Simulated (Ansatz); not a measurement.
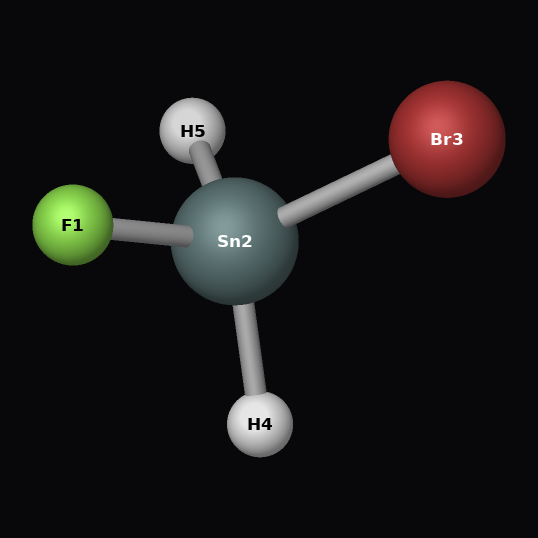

The geometry was computed by an optimisation with PBE0-D4/def2-TZVP.

Q: What is the geometry at Sn2?

A: Sn2 has 4 neighbours (F1 at 1.91, Br3 at 2.46, H4 at 1.70, H5 at 1.70 Å); the arrangement is tetrahedral.
